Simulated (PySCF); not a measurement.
Run report: C2F4 (charge +1), geometry relaxation (part 2 of 2)

The same run, continued: C2F4, charge +1, multiplicity 2; HF/3-21G, UHF (PySCF 2.14.0). The atoms were displaced at random from an optimised geometry. The geometry is that of the parent species in another charge or spin state.

Geometry of the input (Å):
```
F  1.1499  -1.1085  -0.7008
C  0.2312  -0.6653  0.0536
F  -0.3449  -1.4987  0.8313
C  -0.2012  0.6225  -0.0402
F  0.3610  1.4958  -0.8754
F  -1.1381  1.0988  0.6958
```

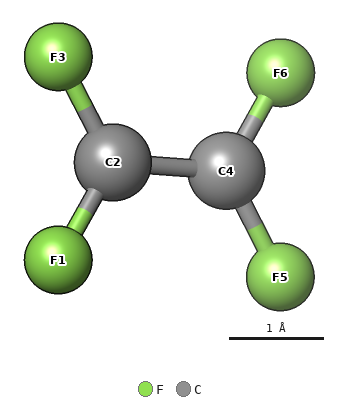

*The geometry at step 4 of the log (ball-and-stick view, seen at a tilt; atoms are numbered from 1 in the order of the input).*

## Log, continued
```
----------------------------------------------
cycle 7: E = -470.49009454  dE = -1.69325e-06  norm(grad) = 0.00109072
Step    6 : Displace = 3.405e-03/5.100e-03 (rms/max) Trust = 5.351e-03 (+) Grad = 4.453e-04/6.696e-04 (rms/max) E (change) = -470.4900945401 (-1.693e-06) Quality = 0.191
Hessian Eigenvalues: 2.29855e-02 2.80584e-02 5.00000e-02 ... 7.39656e-01 7.51428e-01 8.08016e-01

Geometry optimization cycle 8
Cartesian coordinates (Angstrom)
 Atom        New coordinates             dX        dY        dZ
   F   1.163448  -1.111246  -0.707904    0.000610 -0.000535  0.000966
   C   0.215519  -0.670565   0.032405   -0.001234 -0.000838 -0.001268
   F  -0.341043  -1.489210   0.845388    0.000197  0.000543  0.001074
   C  -0.195664   0.652028  -0.044047   -0.000626 -0.000688 -0.001975
   F   0.359859   1.471162  -0.857312   -0.000230  0.002074  0.000877
   F  -1.144085   1.092431   0.695775    0.001283 -0.000557  0.000326
converged SCF energy = -470.490098478351  <S^2> = 0.75332523  2S+1 = 2.0033225
--------------- SecondOrderUHF_Scanner gradients ---------------
         x                y                z
0 F    -0.0000057304     0.0000552255    -0.0000378560
1 C     0.0000105856    -0.0001127239     0.0000451265
2 F    -0.0000598705     0.0000110303     0.0000280318
3 C     0.0000745062    -0.0000391667     0.0000942051
4 F    -0.0000269147     0.0001062185    -0.0000712474
5 F     0.0000074238    -0.0000205837    -0.0000582600
----------------------------------------------
cycle 8: E = -470.490098478  dE = -3.93823e-06  norm(grad) = 0.000246533
Step    7 : Displace = 1.773e-03/2.283e-03 (rms/max) Trust = 1.702e-03 (-) Grad = 1.006e-04/1.307e-04 (rms/max) E (change) = -470.4900984784 (-3.938e-06) Quality = 0.915
Hessian Eigenvalues: 2.29859e-02 2.80850e-02 5.00000e-02 ... 7.50326e-01 7.50834e-01 8.02804e-01

Geometry optimization cycle 9
Cartesian coordinates (Angstrom)
 Atom        New coordinates             dX        dY        dZ
   F   1.163464  -1.111183  -0.707803    0.000016  0.000063  0.000101
   C   0.215408  -0.670431   0.032296   -0.000111  0.000135 -0.000109
   F  -0.340706  -1.489349   0.845278    0.000337 -0.000138 -0.000109
   C  -0.196161   0.651989  -0.044258   -0.000497 -0.000038 -0.000211
   F   0.360143   1.470792  -0.857166    0.000284 -0.000370  0.000146
   F  -1.144114   1.092780   0.695958   -0.000029  0.000350  0.000182
converged SCF energy = -470.490098599576  <S^2> = 0.75332496  2S+1 = 2.0033222
--------------- SecondOrderUHF_Scanner gradients ---------------
         x                y                z
0 F    -0.0000063925    -0.0000147031     0.0000125398
1 C     0.0000131189     0.0000332648    -0.0000124134
2 F     0.0000122365    -0.0000027663    -0.0000094922
3 C    -0.0000162665     0.0000207166    -0.0000382486
4 F    -0.0000074691    -0.0000432309     0.0000382406
5 F     0.0000047727     0.0000067190     0.0000093738
----------------------------------------------
cycle 9: E = -470.4900986  dE = -1.21225e-07  norm(grad) = 8.82841e-05
```

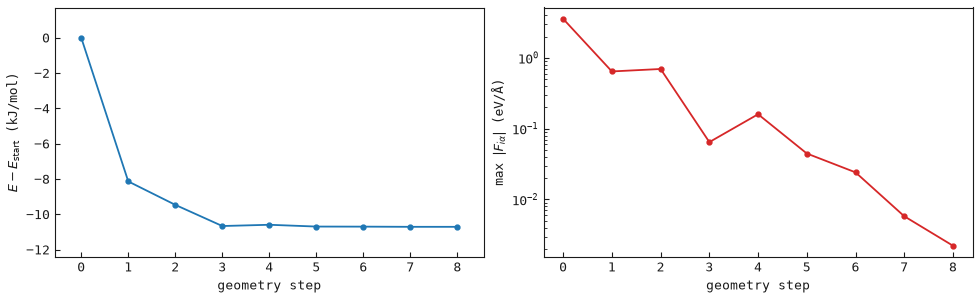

*Progress of the relaxation, step by step (steps are counted from 0).*

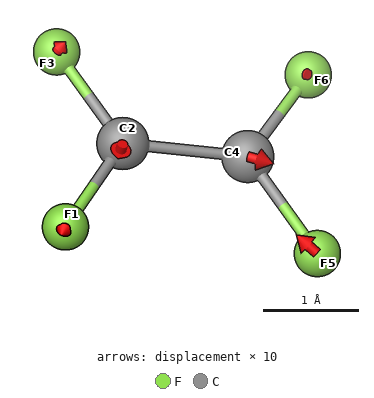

*The starting structure with the displacements as red arrows, magnified 10 times (ball-and-stick view, seen at a tilt). The two geometries are laid on each other by the best rigid fit.*

F5 moves most after the best rigid fit: 0.031 Å. By element the largest moves are F 0.031 Å, C 0.030 Å. Distances before and after: C4–F5 1.333 → 1.281 Å, C2–C4 1.362 → 1.387 Å, F1–C2 1.269 → 1.281 Å. Among the angles that change: F5–C4–F6 115.1° → 117.9°. After 8 geometry steps the energy has fallen by 10.7 kJ/mol. Largest force component: 3.6 eV/Å at the start, 0.0022 eV/Å at the end. (Atoms are counted from 1 in the order of the input.)

```
Step    8 : Displace = 3.852e-04/5.409e-04 (rms/max) Trust = 2.408e-03 (+) Grad = 3.604e-05/5.820e-05 (rms/max) E (change) = -470.4900985996 (-1.212e-07) Quality = 0.724
Hessian Eigenvalues: 2.29859e-02 2.80850e-02 5.00000e-02 ... 7.50326e-01 7.50834e-01 8.02804e-01
Converged! =D

converged: True
F           1.16346422       -1.11118312       -0.70780278
C           0.21540795       -0.67043071        0.03229595
F          -0.34070561       -1.48934867        0.84527839
C          -0.19616119        0.65198944       -0.04425777
F           0.36014348        1.47079175       -0.85716643
F          -1.14411398        1.09278017        0.69595751

WARN: HOMO -0.124066868750252 >= LUMO -0.124066868750252

converged SCF energy = -470.49009859958  <S^2> = 0.75332494  2S+1 = 2.0033222
total energy: -470.49009860 hartree
frequencies (1/cm) [ 160.5  215.3  414.6  487.3  550.4  599.5  640.5  860.8 1329.6 1663.6
 1666.  1858.1]
temperature 298.1500 [K]
pressure 101325.00 [Pa]
Rotational constants [GHz] 5.52150 3.34905 2.08463
Symmetry number 4
Zero-point energy (ZPE) 0.02380 [Eh]   62481.566 [J/mol]
                           tot       elec      trans        rot        vib
Entropy [J/mol/K]       303.716      5.763    166.182     99.454     32.317
Cv [J/mol/K]             68.197      0.000     12.472     12.472     43.253
Cp [J/mol/K]             76.511      0.000     20.786     12.472     43.253
Internal energy [J/mol]                      3718.434   3718.434  68411.717
Internal energy [Eh]   -470.46121  -470.49010
Enthalpy [J/mol]                             6197.391   3718.434  68411.717
Enthalpy [Eh]          -470.46027
Gibbs free energy [J/mol]                  -43349.780 -25933.788  58776.479
Gibbs free energy [Eh] -470.49475
```

## Trajectory as extended XYZ (Å, eV, eV/Å), 9 frames, from step=0 to step=8
```
6
Properties=species:S:1:pos:R:3:forces:R:3 step=0 energy=-12802.57682
F     1.1499   -1.1085   -0.7008    0.6364  -0.2047  -0.3336
C     0.2312   -0.6653    0.0536   -0.2469  -0.9757  -0.0688
F    -0.3449   -1.4987    0.8313   -0.0261  -0.0917   0.2911
C    -0.2012    0.6225   -0.0402    0.4629   3.5550  -1.3804
F     0.3610    1.4958   -0.8754   -0.8965  -1.9556   1.5036
F    -1.1381    1.0988    0.6958    0.0702  -0.3274  -0.0119
6
Properties=species:S:1:pos:R:3:forces:R:3 step=1 energy=-12802.66115
F     1.1723   -1.0838   -0.7084   -0.0387  -0.0630  -0.1543
C     0.1984   -0.6749    0.0119   -0.1456   0.0798   0.6429
F    -0.3223   -1.4961    0.8454   -0.0792  -0.1542  -0.0850
C    -0.2218    0.6465   -0.0336    0.4993   0.0894  -0.3996
F     0.3841    1.4297   -0.8562   -0.3391   0.1928   0.1548
F    -1.1527    1.1232    0.7052    0.1033  -0.1448  -0.1588
6
Properties=species:S:1:pos:R:3:forces:R:3 step=2 energy=-12802.67490
F     1.1621   -1.1284   -0.7060    0.0035   0.0521   0.0111
C     0.2181   -0.6754    0.0338    0.0279   0.3248  -0.0956
F    -0.3442   -1.4922    0.8472    0.0064   0.1249  -0.0229
C    -0.1779    0.6611   -0.0403   -0.2653  -0.6963   0.1351
F     0.3403    1.4912   -0.8531    0.4349   0.1516  -0.3414
F    -1.1404    1.0883    0.6827   -0.2075   0.0429   0.3138
6
Properties=species:S:1:pos:R:3:forces:R:3 step=3 energy=-12802.68733
F     1.1636   -1.1088   -0.7101    0.0023  -0.0514   0.0395
C     0.2179   -0.6712    0.0347   -0.0587   0.0646  -0.0302
F    -0.3447   -1.4879    0.8461    0.0625  -0.0163  -0.0275
C    -0.1948    0.6510   -0.0435    0.0363   0.0489  -0.0601
F     0.3598    1.4710   -0.8586   -0.0310  -0.0622   0.0633
F    -1.1437    1.0904    0.6957   -0.0115   0.0164   0.0150
6
Properties=species:S:1:pos:R:3:forces:R:3 step=4 energy=-12802.68659
F     1.1624   -1.1155   -0.7036    0.0217   0.0964  -0.0715
C     0.2134   -0.6681    0.0308    0.0462  -0.1599   0.0379
F    -0.3350   -1.4933    0.8426   -0.0873   0.0653   0.0430
C    -0.1996    0.6534   -0.0457    0.0580   0.0185  -0.0025
F     0.3613    1.4719   -0.8570   -0.0351  -0.0119   0.0125
F    -1.1445    1.0962    0.6973   -0.0034  -0.0085  -0.0194
6
Properties=species:S:1:pos:R:3:forces:R:3 step=5 energy=-12802.68764
F     1.1637   -1.1121   -0.7062    0.0007   0.0217  -0.0232
C     0.2142   -0.6701    0.0311    0.0184  -0.0446   0.0199
F    -0.3390   -1.4901    0.8451   -0.0247   0.0154   0.0038
C    -0.1982    0.6517   -0.0460    0.0327   0.0198   0.0141
F     0.3608    1.4713   -0.8566   -0.0149  -0.0073  -0.0053
F    -1.1435    1.0938    0.6969   -0.0123  -0.0050  -0.0093
6
Properties=species:S:1:pos:R:3:forces:R:3 step=6 energy=-12802.68769
F     1.1628   -1.1107   -0.7089    0.0052   0.0053   0.0108
C     0.2168   -0.6697    0.0337   -0.0242  -0.0110  -0.0067
F    -0.3412   -1.4898    0.8443    0.0102   0.0022   0.0074
C    -0.1950    0.6527   -0.0421   -0.0101  -0.0228  -0.0238
F     0.3601    1.4691   -0.8582    0.0025   0.0219   0.0097
F    -1.1454    1.0930    0.6954    0.0164   0.0044   0.0025
6
Properties=species:S:1:pos:R:3:forces:R:3 step=7 energy=-12802.68779
F     1.1634   -1.1112   -0.7079    0.0003  -0.0028   0.0019
C     0.2155   -0.6706    0.0324   -0.0005   0.0058  -0.0023
F    -0.3410   -1.4892    0.8454    0.0031  -0.0006  -0.0014
C    -0.1957    0.6520   -0.0440   -0.0038   0.0020  -0.0048
F     0.3599    1.4712   -0.8573    0.0014  -0.0055   0.0037
F    -1.1441    1.0924    0.6958   -0.0004   0.0011   0.0030
6
Properties=species:S:1:pos:R:3:forces:R:3 step=8 energy=-12802.68780
F     1.1635   -1.1112   -0.7078    0.0003   0.0008  -0.0006
C     0.2154   -0.6704    0.0323   -0.0007  -0.0017   0.0006
F    -0.3407   -1.4893    0.8453   -0.0006   0.0001   0.0005
C    -0.1962    0.6520   -0.0443    0.0008  -0.0011   0.0020
F     0.3601    1.4708   -0.8572    0.0004   0.0022  -0.0020
F    -1.1441    1.0928    0.6960   -0.0002  -0.0003  -0.0005
```

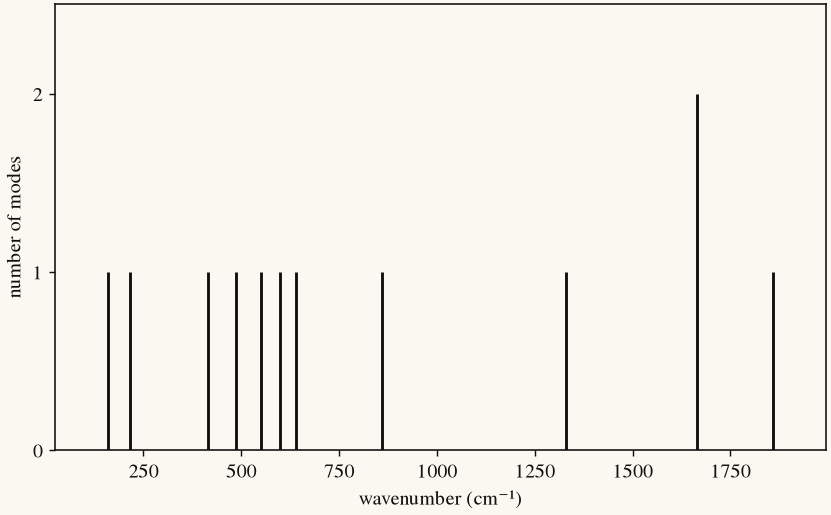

*Harmonic vibrational wavenumbers from the force constants; neighbouring modes closer than 8 cm⁻¹ are counted in one stick.*

12 modes from 160 to 1858 cm⁻¹, none imaginary.

## Key numbers

```tsv
quantity	value
outcome	converged
total energy	−470.490099 hartree
basis functions	54
⟨S²⟩	0.753
zero-point energy	0.023798 hartree
wavenumbers, lowest and highest	160 and 1858 cm⁻¹
hardware	1 thread of Arm Neoverse V2, 24 GiB of memory available, shared host
wall time	12 s
peak memory	0.15 GiB
```
